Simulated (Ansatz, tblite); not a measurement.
# The cluster B3H3−: which spin state is lowest, part 2 of 2

Is the doublet the ground state of the cluster B3H3−? Other spin states are computed and compared level by level.

Ansatz 0.2.0, Gaussian basis; as each input shows.

## 15. Quartet, PBE+10HF/def2-TZVPD

Contents of in.yaml:

```yaml
crystal:
  periodic: [false, false, false]
  atoms:
    - {symbol: B, position_ang: [-0.149410, -0.848714, 0.658247]}
    - {symbol: B, position_ang: [0.185268, -0.236706, -0.805711]}
    - {symbol: B, position_ang: [-0.034895, 1.079149, 0.119013]}
    - {symbol: H, position_ang: [-1.175794, -1.189296, 1.195899]}
    - {symbol: H, position_ang: [0.446959, -0.562554, -1.932316]}
    - {symbol: H, position_ang: [0.727873, 1.758121, 0.764857]}
basis:
  gaussian: {orbitals: def2-TZVPD, initial_orbitals: start.molden}
total_charge: -1
magnetization: {spin_polarized: true, initial_magnetization: 3}
hamiltonian: {xc: {text: "exchange = 0.90*pbe_x + 0.10*exact_x\ncorrelation = pbe_c"}}
scf: {omitted_lower_state_checks: [starts]}
output: {orbitals: {seedname: orbitals}}
```

Started as:

```bash
$ ansatz run in.yaml --threads 4 --pin off --events-out ev --progress --plain --max-ram 3916MiB
```

Standard output:

```text
Functional definition: unnamed
  exchange = 0.90*pbe_x + 0.10*exact_x
  correlation = pbe_c
these checks for a lower state are left out or cut short: starts
648 factors; their error is unknown
mean field evaluation 1: about -2070.4353 eV, gradient 2.2e0 eV
mean field evaluation 2: about -2070.4550 eV, gradient 3.0e-2 eV
mean field evaluation 4: about -2070.4452 eV, gradient 4.6e-4 eV
mean field -2070.44523153 eV, -76.0874588607 hartree, gradient 2.2e-5 eV, S^2 3.775651; 0 other end points of the search recorded, 0 dependent functions left out
reference -2070.44529333 eV, -76.0874611316 hartree; 11, 8 occupied and 127, 130 virtual orbitals, 648 factors
Total energy: -2070.44529333 eV, -76.0874611316 hartree
Checks for a lower state left out: starts
```

Run time: 1.3 s. Hardware: 4 threads of Arm Neoverse V1, shared host.

Report: HOMO 1.46 eV, LUMO 1.72 eV (over both spins); ⟨S²⟩ 3.776 (pure: 3.75). Doubts: highest occupied level lies above zero.

## 16. Quartet, PBE+15HF/def2-TZVPD

in.yaml, as its differences from that of step 15:

```diff
@@ -13,3 +13,3 @@
 magnetization: {spin_polarized: true, initial_magnetization: 3}
-hamiltonian: {xc: {text: "exchange = 0.90*pbe_x + 0.10*exact_x\ncorrelation = pbe_c"}}
+hamiltonian: {xc: {text: "exchange = 0.85*pbe_x + 0.15*exact_x\ncorrelation = pbe_c"}}
 scf: {omitted_lower_state_checks: [starts]}
```

Same command.

Standard output:

```text
Functional definition: unnamed
  exchange = 0.85*pbe_x + 0.15*exact_x
  correlation = pbe_c
these checks for a lower state are left out or cut short: starts
648 factors; their error is unknown
mean field evaluation 1: about -2070.5460 eV, gradient 1.4e0 eV
mean field evaluation 2: about -2070.5547 eV, gradient 1.5e-2 eV
mean field evaluation 4: about -2070.5466 eV, gradient 2.0e-4 eV
mean field -2070.54660855 eV, -76.0911843972 hartree, gradient 1.3e-5 eV, S^2 3.778463; 0 other end points of the search recorded, 0 dependent functions left out
reference -2070.54666743 eV, -76.0911865611 hartree; 11, 8 occupied and 127, 130 virtual orbitals, 648 factors
Total energy: -2070.54666743 eV, -76.0911865611 hartree
Checks for a lower state left out: starts
```

Run time: 1.3 s. Hardware: 4 threads of Arm Neoverse V1, shared host.

HOMO 1.29 eV, LUMO 1.93 eV (over both spins); ⟨S²⟩ 3.778 (pure: 3.75). Doubts: highest occupied level lies above zero.

## 17. Quartet, PBE+35HF/def2-TZVPD

in.yaml, as its differences from that of step 16:

```diff
@@ -13,3 +13,3 @@
 magnetization: {spin_polarized: true, initial_magnetization: 3}
-hamiltonian: {xc: {text: "exchange = 0.85*pbe_x + 0.15*exact_x\ncorrelation = pbe_c"}}
+hamiltonian: {xc: {text: "exchange = 0.65*pbe_x + 0.35*exact_x\ncorrelation = pbe_c"}}
 scf: {omitted_lower_state_checks: [starts]}
```

The command is unchanged.

Standard output:

```text
Functional definition: unnamed
  exchange = 0.65*pbe_x + 0.35*exact_x
  correlation = pbe_c
these checks for a lower state are left out or cut short: starts
717 factors; their error is unknown
mean field evaluation 1: about -2070.9886 eV, gradient 1.5e0 eV
mean field evaluation 2: about -2070.9975 eV, gradient 1.3e-2 eV
mean field evaluation 4: about -2070.9965 eV, gradient 1.4e-4 eV
mean field -2070.99654020 eV, -76.1077190806 hartree, gradient 1.9e-5 eV, S^2 3.790655; 0 other end points of the search recorded, 0 dependent functions left out
reference -2070.99658525 eV, -76.1077207359 hartree; 11, 8 occupied and 127, 130 virtual orbitals, 717 factors
Total energy: -2070.99658525 eV, -76.1077207359 hartree
Checks for a lower state left out: starts
```

Run time: 1.2 s. Hardware: 4 threads of Arm Neoverse V1, shared host.

HOMO 0.60 eV, LUMO 2.76 eV (over both spins); ⟨S²⟩ 3.791 (pure: 3.75). Doubts: highest occupied level lies above zero.

## 18. Quartet, PBE+50HF/def2-TZVPD

in.yaml, as its differences from that of step 17:

```diff
@@ -13,3 +13,3 @@
 magnetization: {spin_polarized: true, initial_magnetization: 3}
-hamiltonian: {xc: {text: "exchange = 0.65*pbe_x + 0.35*exact_x\ncorrelation = pbe_c"}}
+hamiltonian: {xc: {text: "exchange = 0.50*pbe_x + 0.50*exact_x\ncorrelation = pbe_c"}}
 scf: {omitted_lower_state_checks: [starts]}
```

Launched as before.

Standard output:

```text
Functional definition: unnamed
  exchange = 0.50*pbe_x + 0.50*exact_x
  correlation = pbe_c
these checks for a lower state are left out or cut short: starts
774 factors; their error is unknown
mean field evaluation 1: about -2071.3206 eV, gradient 3.7e0 eV
mean field evaluation 2: about -2071.3730 eV, gradient 7.1e-2 eV
mean field evaluation 4: about -2071.3775 eV, gradient 6.9e-4 eV
mean field -2071.37754629 eV, -76.1217207960 hartree, gradient 6.3e-5 eV, S^2 3.800394; 0 other end points of the search recorded, 0 dependent functions left out
reference -2071.37758002 eV, -76.1217220357 hartree; 11, 8 occupied and 127, 130 virtual orbitals, 774 factors
Total energy: -2071.37758002 eV, -76.1217220357 hartree
Checks for a lower state left out: starts
```

Run time: 1.4 s. Hardware: 4 threads of Arm Neoverse V1, shared host.

HOMO 0.05 eV, LUMO 3.36 eV (over both spins); ⟨S²⟩ 3.800 (pure: 3.75). Doubts: highest occupied level lies above zero.

## 19. Quartet, CCSD(T)/def2-TZVPPD

in.yaml, as its differences from that of step 18:

```diff
@@ -10,7 +10,7 @@
 basis:
-  gaussian: {orbitals: def2-TZVPD, initial_orbitals: start.molden}
+  gaussian: {orbitals: "def2-TZVPPD.json", initial_orbitals: start.molden}
 total_charge: -1
 magnetization: {spin_polarized: true, initial_magnetization: 3}
-hamiltonian: {xc: {text: "exchange = 0.50*pbe_x + 0.50*exact_x\ncorrelation = pbe_c"}}
-scf: {omitted_lower_state_checks: [starts]}
+correlation: {method: ccsd_t}
+scf: {omitted_lower_state_checks: [starts, cluster_reference]}
 output: {orbitals: {seedname: orbitals}}
```

The command is unchanged.

Standard output, cut to the lines that bear on the results:

```text
Functional definition: HF
  name "HF"
  cite "Fock, Z. Phys. 61, 126 (1930) doi:10.1007/BF01340294"
  parent pbe
[...]
941 factors; integrals over basis functions are off by at most 1.3e-3 eV
[...]
mean field -2058.64963576 eV, -75.6539787112 hartree, gradient 1.6e-6 eV, S^2 3.854002; 0 other end points of the search recorded, 0 dependent functions left out
3 core orbitals not correlated: weight in the atoms' cores, before any rotation towards them, 1.000 or more for the frozen orbitals, at most 0.000 for the correlated occupied ones
reference -2058.64963576 eV, -75.6539787112 hartree; 8, 5 occupied and 151, 154 virtual orbitals, 941 factors
second order -7.51406270 eV of doubles, -0.00000000 eV of singles
cycle   1  -8.23241505 eV  change   -7.2e-1 eV  update   8.4e-2
[...]
cycle  15  -8.63240920 eV  change    6.4e-6 eV  update   5.3e-6
perturbative correction -0.41238831 eV, -0.0151549907 hartree
Total energy: -2067.69443326 eV, -75.9863688888 hartree
Checks for a lower state left out: starts, cluster_reference
```

It took 33 s on 4 threads of Arm Neoverse V1, shared host; peak memory 2.9 GiB.

From the report: Hartree-Fock HOMO -1.41 eV, LUMO 4.66 eV (over both spins); ⟨S²⟩ 3.854 (pure: 3.75); T1 0.032.

## 20. Quartet, MP2/def2-TZVPD

in.yaml, as its differences from that of step 19:

```diff
@@ -10,7 +10,7 @@
 basis:
-  gaussian: {orbitals: "def2-TZVPPD.json", initial_orbitals: start.molden}
+  gaussian: {orbitals: def2-TZVPD, initial_orbitals: start.molden}
 total_charge: -1
 magnetization: {spin_polarized: true, initial_magnetization: 3}
-correlation: {method: ccsd_t}
-scf: {omitted_lower_state_checks: [starts, cluster_reference]}
+correlation: {method: mp2}
+scf: {omitted_lower_state_checks: [starts]}
 output: {orbitals: {seedname: orbitals}}
```

Same command.

Standard output:

```text
Functional definition: HF
  name "HF"
  cite "Fock, Z. Phys. 61, 126 (1930) doi:10.1007/BF01340294"
  parent pbe
  exchange = exact_x
  correlation = 0
these checks for a lower state are left out or cut short: starts
914 factors; integrals over basis functions are off by at most 9.1e-4 eV
mean field evaluation 1: about -2058.1562 eV, gradient 9.9e0 eV
mean field evaluation 2: about -2058.6017 eV, gradient 4.1e-1 eV
mean field evaluation 4: about -2058.6377 eV, gradient 1.2e-2 eV
mean field evaluation 8: about -2058.6378 eV, gradient 2.6e-6 eV
mean field -2058.63775200 eV, -75.6535419912 hartree, gradient 2.8e-6 eV, S^2 3.853966; 0 other end points of the search recorded, 0 dependent functions left out
3 core orbitals not correlated: weight in the atoms' cores, before any rotation towards them, 1.000 or more for the frozen orbitals, at most 0.000 for the correlated occupied ones
reference -2058.63775200 eV, -75.6535419912 hartree; 8, 5 occupied and 127, 130 virtual orbitals, 914 factors
second order -7.32634030 eV of doubles, -0.00000000 eV of singles
Total energy: -2065.96409230 eV, -75.9227800313 hartree
Checks for a lower state left out: starts
```

Wall time 0.8 s (4 threads of Arm Neoverse V1, shared host).

From the report: Hartree-Fock HOMO -1.41 eV, LUMO 4.68 eV (over both spins); ⟨S²⟩ 3.854 (pure: 3.75).

## 21. Quartet, RPA/def2-TZVPD

in.yaml, as its differences from that of step 20:

```diff
@@ -13,4 +13,4 @@
 magnetization: {spin_polarized: true, initial_magnetization: 3}
-correlation: {method: mp2}
+hamiltonian: {xc: pbe}
+correlation: {method: rpa}
 scf: {omitted_lower_state_checks: [starts]}
-output: {orbitals: {seedname: orbitals}}
```

Launched as before.

Standard output:

```text
Functional definition: PBE
  name "PBE"
  cite "Perdew, Burke & Ernzerhof, Phys. Rev. Lett. 77, 3865 (1996) doi:10.1103/PhysRevLett.77.3865"
  parent pbe
  parameter kappa = 0.804
  parameter beta = 0.06672455060314922
  exchange = pbe_x(kappa = kappa, mu = beta*pi^2/3)
  correlation = pbe_c(beta = beta)
these checks for a lower state are left out or cut short: starts
914 factors; integrals over basis functions are off by at most 9.1e-4 eV
mean field evaluation 1: about -2070.2002 eV, gradient 3.6e0 eV
mean field evaluation 2: about -2070.2561 eV, gradient 9.7e-2 eV
mean field evaluation 4: about -2070.2566 eV, gradient 1.7e-3 eV
mean field -2070.25660721 eV, -76.0805270447 hartree, gradient 4.5e-6 eV, S^2 3.770423; 0 other end points of the search recorded, 0 dependent functions left out
3 core orbitals not correlated: weight in the atoms' cores, before any rotation towards them, 1.000 or more for the frozen orbitals, at most 0.000 for the correlated occupied ones
reference -2057.80258533 eV, -75.6228501823 hartree; 8, 5 occupied and 127, 130 virtual orbitals, 914 factors
Total energy: -2072.67708597 eV, -76.1694779983 hartree
Checks for a lower state left out: starts
```

Run time: 1.8 s. Hardware: 4 threads of Arm Neoverse V1, shared host.

From the report: ⟨S²⟩ 3.770 (pure: 3.75).

## 22. Fields of the quartet

The fields below are evaluated on a grid from the run's orbitals.

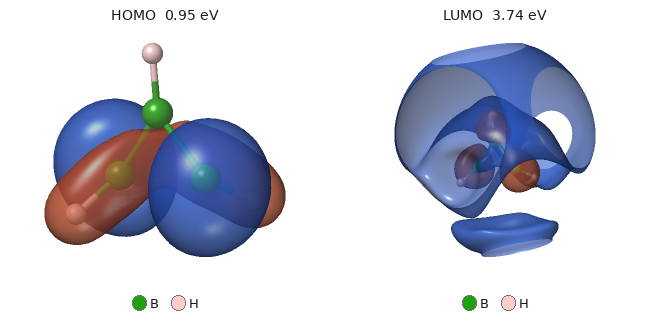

PBE0-D4/def2-TZVPD orbitals (alpha spin) near the gap, drawn at the value that encloses 70 % of each; the two colours are the two signs. The LUMO is diffuse and is cut off by the edge of the grid.

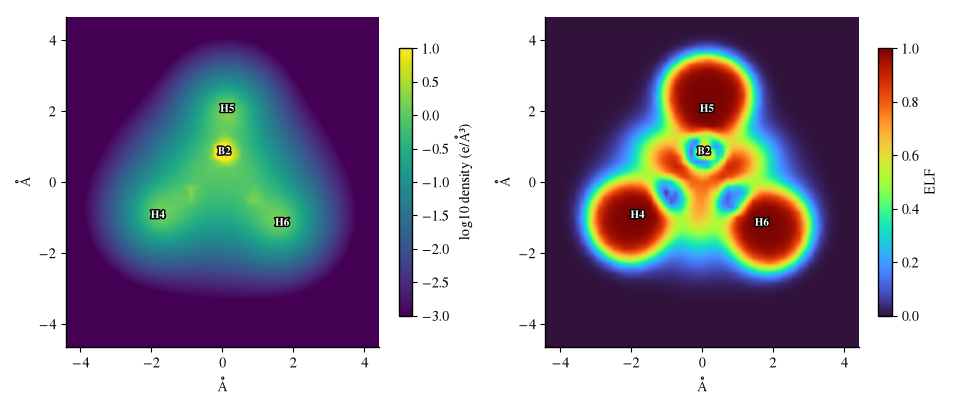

Density (left) and ELF (right) in a plane through or near 4 of the atoms.

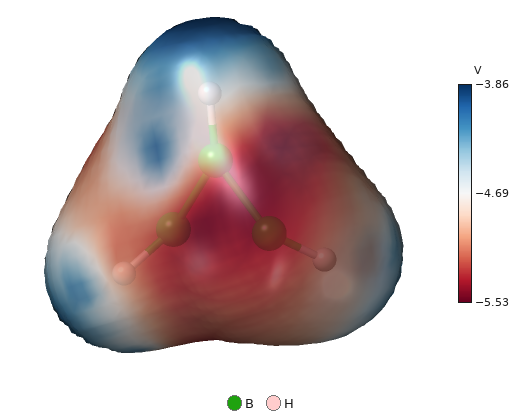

Electrostatic potential on the surface of density 0.002 e/bohr³; red is low, blue high. It runs from -5.53 V near B3 to -3.86 V near H5.

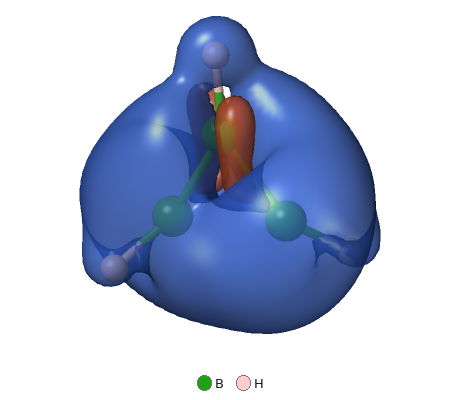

Spin density at ±0.02 e/Å³ (alpha excess blue, beta excess red).

## 23. Quartet less doublet

The doublet's energies are those of its earlier runs, whose logs aren't repeated here.

Differences are taken before rounding.

| method | quartet less doublet (eV) | from CCSD(T)/def2-TZVPPD (eV) | time |
| --- | --- | --- | --- |
| GFN1-xTB | 3.425 | +0.727 | 0.011 s |
| GFN2-xTB | 3.312 | +0.614 | 0.004 s |
| HF/def2-TZVPD | 1.714 | -0.984 |  |
| HF/def2-TZVPPD | 1.715 | -0.983 |  |
| LDA/def2-TZVPD | 2.886 | +0.188 | 1.4 s |
| PBE-D4/def2-TZVPD | 2.595 | -0.103 | 2.9 s |
| revPBE-D4/def2-TZVPD | 2.502 | -0.195 | 2.7 s |
| r2SCAN-D4/def2-TZVPD | 2.465 | -0.233 | 5 s |
| r2SCANh-D4/def2-TZVPD | 2.459 | -0.238 | 5.3 s |
| B3LYP-D4/def2-TZVPD | 2.665 | -0.033 | 3.1 s |
| PBE0-D4/def2-TZVPD | 2.559 | -0.139 | 3 s |
| CAM-B3LYP-D4/def2-TZVPD | 2.691 | -0.007 | 4.9 s |
| RPA/def2-TZVPD | 2.611 | -0.087 | 3.7 s |
| MP2/def2-TZVPD | 2.918 | +0.221 | 1.7 s |
| MP2/def2-TZVPPD | 2.911 | +0.213 |  |
| CCSD/def2-TZVPPD | 2.578 | -0.120 |  |
| CCSD(T)/def2-TZVPPD | 2.698 | 0 | 63 s |

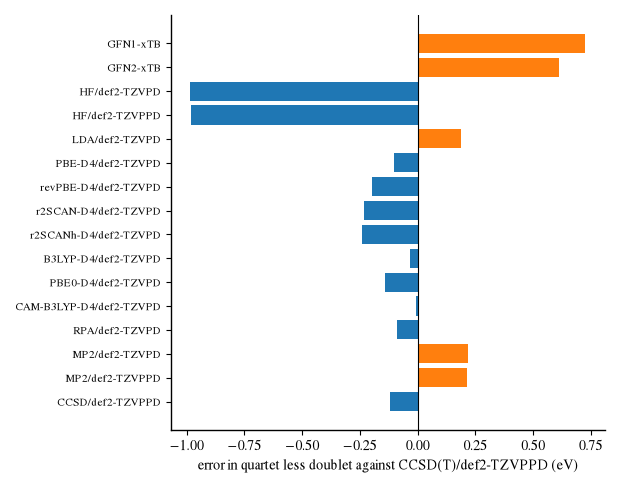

How far each level lands from CCSD(T)/def2-TZVPPD.

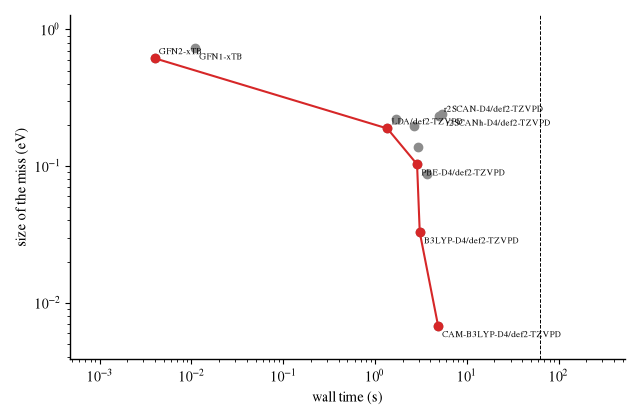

Accuracy for the time spent; red marks the levels that beat every quicker one drawn (of those quicker than the yardstick), and the dashed line is the time of CCSD(T)/def2-TZVPPD. Only those levels and the largest misses are named. Times are from a shared host.

Times add the two runs; a level without a time comes out of a correlated run. Tight binding without a spin term can't rank spin states.

PBE with a growing share of exact exchange (def2-TZVPD, no dispersion):

| share | quartet less doublet (eV) |
| --- | --- |
| 0 | +2.598 |
| 0.05 | +2.592 |
| 0.1 | +2.586 |
| 0.15 | +2.579 |
| 0.25 | +2.562 |
| 0.35 | +2.542 |
| 0.5 | +2.507 |

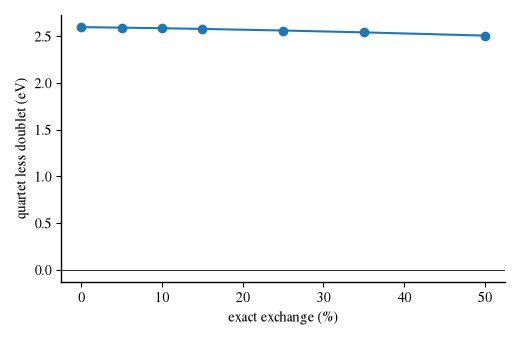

The splitting against the share of exact exchange.

## 24. Results

The summary covers parts 1 to 2.

| quantity | value |
| --- | --- |
| quartet less doublet, functionals in def2-TZVPD | +2.459 (r2SCANh-D4) to +2.886 eV (LDA) |
| quartet less doublet, CCSD(T)/def2-TZVPPD | +2.698 eV |
| slope of quartet less doublet | -0.018 eV for 10 % exact exchange |

**Reading.** All functionals put the quartet above the doublet, over a spread of 0.427 eV; CCSD(T)/def2-TZVPPD gives +2.698 eV. The checks for a lower quartet were left out, so another state of that spin may lie lower. Each 10 % of exact exchange moves that splitting by -0.018 eV on average, towards the higher spin. These are electronic energies, without zero-point motion, entropy or surroundings.

The anion's highest level is positive in at least one run, so there the basis alone may hold the extra electron.

For cost: CAM-B3LYP-D4/def2-TZVPD gets within 0.007 eV in 4.9 s, where CCSD(T)/def2-TZVPPD took 63 s; the quickest level in the cost chart, GFN2-xTB, takes 0.004 s and misses by 0.614 eV. Misses under about a tenth of an eV are within the doubt on the reference, and times differ also by how widely each run searched for its state.
